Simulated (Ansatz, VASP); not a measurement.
# GaSb: VASP beside Ansatz

Aim: how closely do two programs agree when they are given the same cell, functional and k mesh? The cell comes out of the VASP series on this material, whose earlier steps may have relaxed, scaled or displaced it; both programs get it as it stands.

Main program and level: Ansatz 0.2.0; plane waves, with VASP 6.6.1 beside it; relaxation of cell and atoms at LDA.

## 1. The structure

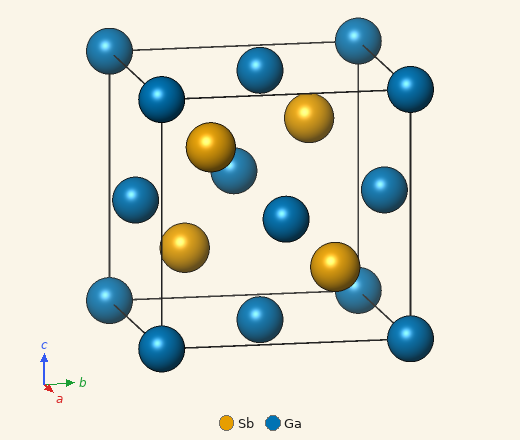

The cell as given, slightly off an axis (antimony orange, gallium blue). This picture shows the conventional cell, with its axes. Some periodic images of atoms are drawn too.

Structure file:

```
Sb Ga
1.0
     0.00000    3.02738    3.02738
     3.02738    0.00000    3.02738
     3.02738    3.02738    0.00000
Sb Ga
1 1
Cartesian
  4.5411 4.5411 4.5411
  0.0000 0.0000 0.0000
```

## 2. VASP: relaxation of cell and atoms, LDA

The relaxed volume is the usual yardstick between codes: its relative difference is about their pressure difference at one cell divided by the bulk modulus.

Lines of VASP's logs that name or quote its potential files are left out, and so is its time.

INCAR reads:

```
SYSTEM = GaSb
PREC = Accurate
ENCUT = 450
EDIFF = 1E-06
NELM = 100
ISMEAR = 0
SIGMA = 0.03
LREAL = .FALSE.
ALGO = Normal
GGA = CA
NBANDS = 15
LORBIT = 11
LWAVE = .FALSE.
LCHARG = .FALSE.
KPAR = 4
IBRION = 2
NSW = 50
ISIF = 3
EDIFFG = -0.006
```

POSCAR reads:

```
GaSb
1.0
    0.0000000000      3.0273792265      3.0273792265
    3.0273792265      0.0000000000      3.0273792265
    3.0273792265      3.0273792265      0.0000000000
Sb Ga
1 1
Direct
    0.7500000000      0.7500000000      0.7500000000
    0.0000000000      0.0000000000      0.0000000000
```

KPOINTS reads:

```
Automatic mesh
0
Gamma
6 6 6
0 0 0
```

PAW data sets: Sb and Ga_d (LDA family, release 64).

On the command line:

```sh
$ mpirun -np 4 vasp_std
```

Numbers of over 12 decimals in the logs are rounded to 6 here.

Log:

```text
[banner, memory and clock lines left out]
running    4 mpi-ranks, on    1 nodes
 distrk:  each k-point on    1 cores,    4 groups
 distr:  one band on    1 cores,    1 groups

 POSCAR found type information on POSCAR SbGa
 POSCAR found :  2 types and       2 ions
 LDA part: xc-table for (Slater(with rela. corr.)+CA(PZ))
 , standard interpolation
 POSCAR, INCAR and KPOINTS ok, starting setup
 FFT: planning ... GRIDC
 FFT: planning ... GRID_SOFT
 FFT: planning ... GRID
 WAVECAR not read
 entering main loop
       N       E                     dE             d eps       ncg     rms          rms(c)
DAV:   1     0.779633375600E+02    0.77963E+02   -0.81927E+03   488   0.136E+03
DAV:   2    -0.289318604545E+01   -0.80857E+02   -0.78008E+02   578   0.291E+02
DAV:   3    -0.866793669906E+01   -0.57748E+01   -0.57639E+01   571   0.649E+01
DAV:   4    -0.876996148769E+01   -0.10202E+00   -0.10202E+00   607   0.975E+00
DAV:   5    -0.877247654092E+01   -0.25151E-02   -0.25150E-02   644   0.135E+00    0.344E+00
DAV:   6    -0.867786978662E+01    0.94607E-01   -0.78710E-02   694   0.455E+00    0.201E+00
DAV:   7    -0.863979466346E+01    0.38075E-01   -0.56101E-02   557   0.188E+00    0.302E-01
DAV:   8    -0.863952546167E+01    0.26920E-03   -0.49953E-03   565   0.862E-01    0.104E-01
DAV:   9    -0.863961190494E+01   -0.86443E-04   -0.36316E-04   603   0.172E-01    0.411E-02
DAV:  10    -0.863960410327E+01    0.78017E-05   -0.18646E-05   649   0.370E-02    0.139E-02
DAV:  11    -0.863960668774E+01   -0.25845E-05   -0.45482E-06   565   0.205E-02    0.551E-03
DAV:  12    -0.863960664918E+01    0.38558E-07   -0.21660E-07   380   0.364E-03
   1 F= -.86396066E+01 E0= -.86395957E+01  d E =-.863961E+01
 curvature:   0.00 expect dE= 0.000E+00 dE for cont linesearch  0.000E+00
 trial: gam= 0.00000 g(F)=  0.376E-47 g(S)=  0.553E-04 ort = 0.000E+00 (trialstep = 0.100E+01)
 search vector abs. value=  0.553E-04
 bond charge predicted
       N       E                     dE             d eps       ncg     rms          rms(c)
DAV:   1    -0.864024951178E+01   -0.64282E-03   -0.80434E-03   606   0.148E+00    0.143E-01
DAV:   2    -0.863975035359E+01    0.49916E-03   -0.90647E-04   606   0.567E-01    0.652E-02
DAV:   3    -0.863962774726E+01    0.12261E-03   -0.12715E-04   627   0.182E-01    0.150E-02
DAV:   4    -0.863961444248E+01    0.13305E-04   -0.13734E-05   596   0.479E-02    0.521E-03
DAV:   5    -0.863961314576E+01    0.12967E-05   -0.80139E-07   345   0.112E-02    0.115E-03
DAV:   6    -0.863961312611E+01    0.19654E-07   -0.19410E-07   289   0.757E-03
   2 F= -.86396131E+01 E0= -.86396083E+01  d E =-.647693E-05
 trial-energy change:   -0.000006  1 .order   -0.000018   -0.000055    0.000020
 step:   0.5119(harm=  0.7348)  dis= 0.00000  next Energy=    -8.639619 (dE=-0.126E-04)
 reached required accuracy - stopping structural energy minimisation
```

From OUTCAR (step 2):

```text
ion  position               nearest neighbor table
   1  0.750  0.750  0.750-   2 2.62   2 2.62   2 2.62   2 2.62
   2  0.000  0.000  0.000-   1 2.62   1 2.62   1 2.62   1 2.62

  LATTYP: Found a face centered cubic cell.
 ALAT       =     6.0547584530

 Subroutine GETGRP returns: Found 24 space group operations
 (whereof 24 operations were pure point group operations)

The static configuration has the point symmetry T_d .

 Found     16 irreducible k-points:

   k-points           NKPTS =     16   k-points in BZ     NKDIM =     16   number of bands    NBANDS=     15

   dimension x,y,z NGX =    30 NGY =   30 NGZ =   30
   dimension x,y,z NGXF=    60 NGYF=   60 NGZF=   60

   ENCUT  =  450.0 eV  33.07 Ry    5.75 a.u.   7.41  7.41  7.41*2*pi/ulx,y,z

   NELECT =      18.0000    total number of electrons

 k-points in reciprocal lattice and weights: Automatic mesh
   0.00000000  0.00000000  0.00000000       0.005
   0.16666667  0.00000000  0.00000000       0.037
   0.33333333  0.00000000  0.00000000       0.037
   0.50000000  0.00000000  0.00000000       0.019
   0.16666667  0.16666667  0.00000000       0.028
   0.33333333  0.16666667  0.00000000       0.111
   0.50000000  0.16666667  0.00000000       0.111
  -0.33333333  0.16666667  0.00000000       0.111
  -0.16666667  0.16666667  0.00000000       0.056
[...]
-0.33333333  0.33333333  0.16666667       0.111
  -0.33333333  0.50000000  0.16666667       0.056

 average (electrostatic) potential at core
       1 -88.3279       2 -66.5948

 E-fermi :   5.0943

 k-point     1 :       0.0000    0.0000    0.0000
  band No.  band energies     occupation
    ...
      5     -10.1370      2.00000
      6      -6.7172      2.00000
      7       5.0356      1.99435
      8       5.0356      1.99435
      9       5.0356      1.99435
     10       5.1450      0.01695
     11       7.7692      0.00000
     12       7.7692      0.00000
     13       7.7692      0.00000
     14      10.6699      0.00000
    ...

 k-point     2 :       0.1667    0.0000    0.0000
  band No.  band energies     occupation
    ...
      5     -10.1373      2.00000
      6      -6.4238      2.00000
      7       2.2730      2.00000
      8       4.6094      2.00000
      9       4.6094      2.00000
     10       6.0483      0.00000
     11       8.3312      0.00000
     12       8.3312      0.00000
     13       8.9958      0.00000
     14      11.9622      0.00000
    ...

 k-point     3 :       0.3333    0.0000    0.0000
  band No.  band energies     occupation
    ...
      5     -10.1373      2.00000
      6      -5.6373      2.00000
      7      -0.2927      2.00000
      8       4.0422      2.00000
      9       4.0422      2.00000
     10       5.5943      0.00000
     11       8.7739      0.00000
     12       8.7739      0.00000
     13      11.4365      0.00000
     14      11.9888      0.00000
    ...

  Total        0.0099733      0.0099733      0.0099733     -0.0000000      0.0000000     -0.0000000
  in kB        0.2885281      0.2885281      0.2885281     -0.0000000      0.0000000     -0.0000000
  external PRESSURE =       0.2885281 kB  Pullay stress =       0.0000000 kB

  energy-cutoff  :      450.00
  volume of cell :       55.38
      direct lattice vectors                 reciprocal lattice vectors
     0.000000000  3.025361204  3.025361204    -0.165269522  0.165269522  0.165269522
     3.025361204 -0.000000000  3.025361204     0.165269522 -0.165269522  0.165269522
     3.025361204  3.025361204  0.000000000     0.165269522  0.165269522 -0.165269522

 POSITION                                       TOTAL-FORCE (eV/Angst)
 -----------------------------------------------------------------------------------
      4.53804      4.53804      4.53804         0.000000      0.000000      0.000000
      0.00000      3.02536      3.02536        -0.000000     -0.000000     -0.000000
 -----------------------------------------------------------------------------------
    total drift:                                0.000000      0.000000      0.000000

  FREE ENERGIE OF THE ION-ELECTRON SYSTEM (eV)
  ---------------------------------------------------
  free  energy   TOTEN  =        -8.6396131261 eV

  energy  without entropy=       -8.6396034916  energy(sigma->0) =       -8.63960831

 reached required accuracy - stopping structural energy minimisation

 total charge
# of ion       s       p       d       tot
------------------------------------------
    1        1.131   1.371   0.031   2.533
    2        0.914   0.804   9.967  11.684
--------------------------------------------------
tot          2.044   2.175   9.998  14.217

[... 3 further parts left out ...]
```

CONTCAR:

```
GaSb
   1.00000000000000
     0.0000000000000000    3.0253612038404207    3.0253612038404207
     3.0253612038404207   -0.0000000000000000    3.0253612038404207
     3.0253612038404207    3.0253612038404207    0.0000000000000000
  Sb              Ga
     1     1
Direct
     0.7500000000000000    0.7500000000000000    0.7500000000000000
     1.0000000000000000    0.0000000000000000    0.0000000000000000
```

## 3. Ansatz: relaxation of cell and atoms, LDA

Ansatz runs on its default PAW (the set named soft_2) files.

The same cell, functional (in two slightly different forms), mesh and smearing now go to Ansatz, which takes its cutoff from its data sets.

input.yaml reads:

```yaml
crystal:
  lattice:
    - [0.0, 3.0273792265, 3.0273792265]
    - [3.0273792265, 0.0, 3.0273792265]
    - [3.0273792265, 3.0273792265, 0.0]
  atoms:
    - { symbol: Sb, position: [0.75, 0.75, 0.75] }
    - { symbol: Ga, position: [0.0, 0.0, 0.0] }
hamiltonian:
  xc: lda
  pseudopotentials: { kind: paw }
kpoints:
  mp_grid: { grid: [6, 6, 6] }
scf:
  occupations: { method: gaussian, width: 0.03 }
relax:
  f_tol: 0.01
  max_steps: 60
  cell: { stress_tol: 0.05 }
output:
  forces: true
  stress: true
  write_density: true
  write_potential: true
  elf: true
  volumetric_format: npy
```

On the command line:

```sh
$ ansatz run input.yaml --threads 4 --pin off --max-ram 9216MiB --backend cpu --events-out ev --progress --plain --runs-dir out
```

Log:

```text
Engine: ansatz 0.2.0, aarch64-unknown-linux-gnu
Pseudopotentials: kind: paw
Pseudopotential: Sb, paw, valence charge 15, recommended cutoff 420 eV (normal), Sb.paw.azcp
Pseudopotential: Ga, paw, valence charge 13, recommended cutoff 420 eV (normal), Ga.paw.azcp
Functional definition: SPW92
  exchange = slater_x
  correlation = pw_c
Crystal: 2 atoms, lattice volume = 55.492 Å³
Basis set: ecut = 420 eV, 1067 PW (Γ)
Bands: 18, of which v1, the nominal top of the filled ones, is band 14 counted from 1 (13 counted from 0)
Symmetry: 24 space group operations
Space group: F-43m (ITA 216), of the structure as read, at distance tolerance 3.8e-5 Å
k-points: 16 of 216 (time reversal used)
Non-local potential: Sb, projectors of the file, l = 0: 2, l = 1: 2, l = 2: 2, l = 3: 2
Non-local potential: Ga, projectors of the file, l = 0: 2, l = 1: 2, l = 2: 3, l = 3: 1
PAW form: soft (Blöchl's): semilocal exchange-correlation on the pseudo side does not see the compensation charge
PAW frozen core: Sb, regenerated for the run's functional, and the local potential with it (the file was generated under x = pbe(κ = 0.804, μ = 0.219515), c = pbe(β = 0.066725))
PAW frozen core: Ga, regenerated for the run's functional, and the local potential with it (the file was generated under x = pbe(κ = 0.804, μ = 0.219515), c = pbe(β = 0.066725))
PAW one-centre angular grid: Sb, 590 points (default); XC on 64 Gauss nodes
PAW one-centre angular grid: Ga, 590 points (default); XC on 64 Gauss nodes
Initial density: superposition of atomic densities (neutral atoms: chi_scale 0, normalization atom), corrected by the library's trained network
Initial wavefunctions: pseudopotential atomic-orbital guess
Functional: x = slater, c = lda
SCF iter   1: F=—  HF=-10043.022353 eV  |F-HF|=—  |Δ(HF+E_count)|=         —  Δρ=5.40e-3  dr2=6.85e-3  ethr=1.77e-3  ⟨swp⟩=6.1  Hψ=1543  notcnv=0
preconditioner: auto → Kerker (q_TF=auto, 2.434 Å⁻¹)  [metal: Δε(μ)=0.030 eV  Ē_g=14.715 eV  σ=0.030 eV  W_gap=0.49  n_scr=14 (ndim 8)  ℏωp=21.1 eV  f_vac=0.085  D(μ)=0.44/eV (n_scr^D=0)]
SCF iter   2: F=—  HF=-10043.019278 eV  |F-HF|=—  |Δ(HF+E_count)|=   3.07e-3  Δρ=3.05e-3  dr2=2.46e-3  ethr=2.45e-5  ⟨swp⟩=2.2  Hψ=582  notcnv=0
preconditioner: auto → none  [insulator: Δε(μ)=0.031 eV  Ē_g=14.726 eV  σ=0.030 eV  W_gap=0.50  n_scr=14 (ndim 8)  ℏωp=21.1 eV  f_vac=0.082  D(μ)=0.43/eV (n_scr^D=0)  ε∞_Penn≈3.1]
SCF iter   3: F=—  HF=-10043.018960 eV  |F-HF|=—  |Δ(HF+E_count)|=   3.18e-4  Δρ=6.21e-4  dr2=3.02e-4  ethr=8.77e-6  ⟨swp⟩=2.0  Hψ=575  notcnv=0
SCF iter   4: F=—  HF=-10043.018798 eV  |F-HF|=—  |Δ(HF+E_count)|=   1.62e-4  Δρ=1.81e-4  dr2=1.76e-5  ethr=1.08e-6  ⟨swp⟩=2.0  Hψ=513  notcnv=0
SCF iter   5: F=—  HF=-10043.018794 eV  |F-HF|=—  |Δ(HF+E_count)|=   4.25e-6  Δρ=1.30e-4  dr2=5.56e-6  ethr=6.30e-8  ⟨swp⟩=2.0  Hψ=513  notcnv=0
SCF iter   6: F=—  HF=-10043.018791 eV  |F-HF|=—  |Δ(HF+E_count)|=   2.77e-6  Δρ=4.22e-5  dr2=5.89e-7  ethr=1.99e-8  ⟨swp⟩=2.0  Hψ=448  notcnv=0
SCF iter   7: F=-10043.018790 eV  HF=-10043.018790 eV  |F-HF|=2.30e-8  |Δ(HF+E_count)|=   2.81e-7  Δρ=8.45e-6  dr2=1.94e-8  ethr=3.57e-10  ⟨swp⟩=8.8  Hψ=1829  notcnv=0
SCF 1 converged in 7 iterations: F = -10043.018790 eV  dr2 = 1.94e-8
  greatest PAW one-centre occupation: 0.998 electrons in one spin orbital (limit 2), on the Sb atom at site 0 (counted from 0), in its partial waves of l = 2
relax step   1: F+E_penalty+E_count = -10043.01879043 eV  Δ(F+E_penalty+E_count) = +0.000e0 eV  max|allowed force component| = 1.758e-16 eV/Å  Δτ_max = 0.0000 Å  P = -0.173 GPa  Ω = 55.492 Å³  (7 SCF iters, dr2 threshold 1.00e-7 eV, accepted)
[...]
relax step   2: F+E_penalty+E_count = -10043.01894813 eV  Δ(F+E_penalty+E_count) = -1.577e-4 eV  max|allowed force component| = 3.123e-17 eV/Å  Δτ_max = 0.0000 Å  P = +0.015 GPa  Ω = 55.269 Å³  energy of the carried Pulay correction = +4.363e-5 eV  (3 SCF iters, dr2 threshold 7.49e-8 eV, accepted)
[...]
relax step   3: F+E_penalty+E_count = -10043.01891445 eV  Δ(F+E_penalty+E_count) = +3.367e-5 eV  max|allowed force component| = 3.701e-17 eV/Å  Δτ_max = 0.0000 Å  P = +0.015 GPa  Ω = 55.269 Å³  stress off target by 1.53e-2 GPa  SCF on the basis re-selected at this cell (its energy is not comparable with the rows above)  (4 SCF iters)
basis re-selected at this cell: Δ(F+E_penalty+E_count) = +3.367e-5 eV, ΔP = +0.000 GPa vs the last step (what re-selecting the basis moved, of the pressure what is left beyond the Pulay correction that the steps carried, after the strain that the cell walked since its last selection, with what the two solves' SCF thresholds leave and, on support functions, any second-order correction that the steps lacked; it is no m [...]
SCF converged after 4 iterations
Free energy (F): -10043.018914 eV
Harris-Foulkes:  -10043.018914 eV  (|F-HF|=9.09e-12)
Internal energy: -10043.018845 eV  (E = F + TS)
E sigma→0 (E₀):  -10043.018880 eV
Entropy (-TS):   -0.000069 eV (-0.034 meV/atom)
Fermi energy:    7.899207 eV
--- Per-component energies (eV) ---
  E_band       = -259.513468
  E_kinetic    = 325.747270
  E_local      = -3876.242415  (includes V_loc(G=0)·N_el)
  E_nonlocal   = 793.434163
  E_hartree    = 1782.243165
  E_xc         = -206.992603
  E_vxc        = -156.359225  (∫ρ·V_xc dr)
  E_paw        = -6340.136510  (= ΣΔE_a)
  E_vpaw       = -910.579325  (= ΣTr[D̂ρ^β])
  E_aug_tail   = -0.000127  (compensation charges beyond the density's cutoff)
  E_ewald      = -2523.359091
  E_core_change = 2.287303  (= ΣΔE_core)
  E_smearing   = -0.000069  (= −TS)
  E_closure    = -0.000000  (closes the sum)
  Σ components = -10043.018914   (vs F -10043.018914, Δ=0.00e0)
--- Forces (eV/Å), atoms counted from 1 ---
  atom   1  Sb     0.00000000     0.00000000    -0.00000000
  atom   2  Ga    -0.00000000    -0.00000000    -0.00000000
  max |Σ_I F_I| component: 2.89e-17 eV/Å
--- Stress (GPa, compression-positive) ---
        0.015296      -0.000000      -0.000000
       -0.000000       0.015296       0.000000
       -0.000000       0.000000       0.015296
  P = ⅓ Tr σ = 0.0153 GPa (0.153 kbar)
--- Band table (eV; the first three rows and the last of 16) ---
  k-point 0: bands = [... 10 lower, -3.9282, 7.8588, 7.8588, 7.8588, 7.9283, 10.6182, 10.6182, 10.6182]
  k-point 1: bands = [... 10 lower, -3.6345, 5.0825, 7.4338, 7.4338, 8.8598, 11.1827, 11.1827, 11.8305]
  k-point 2: bands = [... 10 lower, -2.8485, 2.5215, 6.8673, 6.8673, 8.4067, 11.6311, 11.6311, 14.2843]
  k-point 15: bands = [... 10 lower, -1.3197, 0.9550, 4.5150, 4.6917, 10.3938, 10.6161, 13.9895, 14.0310]
--- Relaxed structure (2 steps of the walk, 2 accepted, 1 SCFs on fresh bases) ---
  F+E_penalty+E_count = -10043.01891445 eV   max|allowed force component| = 3.701e-17 eV/Å   (the final SCF, on the basis selected at the relaxed cell)
  cell:  # Å, volume = 55.2686 Å³
    - [0, 3.023311, 3.023311]
    - [3.023311, 0, 3.023311]
    - [3.023311, 3.023311, 0]
  atoms:
    - { symbol: Sb, position: [0.750000, 0.750000, 0.750000] }
    - { symbol: Ga, position: [0, 0, 0] }
```

Run time: 1.6 s. Hardware: 4 threads of Arm Neoverse V1, shared host; peak memory 0.35 GiB; 4.9 s of CPU time.

## 4. Differences

Known differences besides the PAW data sets themselves: the two LDA forms differ slightly; both relaxations stop at a tolerance, which leaves soft axes loose, and VASP keeps its plane-wave basis; the data sets hold 28 valence electrons in Ansatz (default PAW (the set named soft_2) files) and 18 in VASP; the cutoff is 420 eV in Ansatz and 450 eV in VASP; Ansatz makes its cores anew for this functional, VASP keeps those of its LDA data sets; Ansatz adds a Pulay correction to the stress that steers its cell, VASP none. Total energies have different zeros and are not compared.

The two programs side by side:

| quantity | Ansatz | VASP | difference |
| --- | --- | --- | --- |
| volume (Å³) | 55.27 | 55.38 | -0.20 % |
| edge a after relaxation, in the typed setting (Å) | 4.276 | 4.279 | -0.07 % |

The walks stopped with 0.02 GPa left in Ansatz and 0.03 GPa in VASP; each walk ends within a tolerance, so the volume difference is uncertain by about these residues over the bulk modulus, most in soft cells.

## 5. What came out

```
difference in volume (relaxation of cell and atoms, LDA) : -0.20 %
```

What this shows: The difference in volume is -0.20 % (relaxation of cell and atoms, LDA), within the 1.2 % picked in this series as the mark of a large difference, as far as the stopping tolerances let one tell. Differences of this kind measure data sets and numerical settings, not the functional's error against experiment.

[Lines on the potential files, build, host, timing and source positions are cut from VASP's logs without a mark.]

[Logs are printed without paths, hosts, clocks, repeated set-up lines and the standing remarks that a program may print on its own settings, such as how far it seeks lower states.]

[Hosts, paths, dates, database ids (printed as entryN), source tags and the programs' standing remarks are cut or masked in the printed files.]
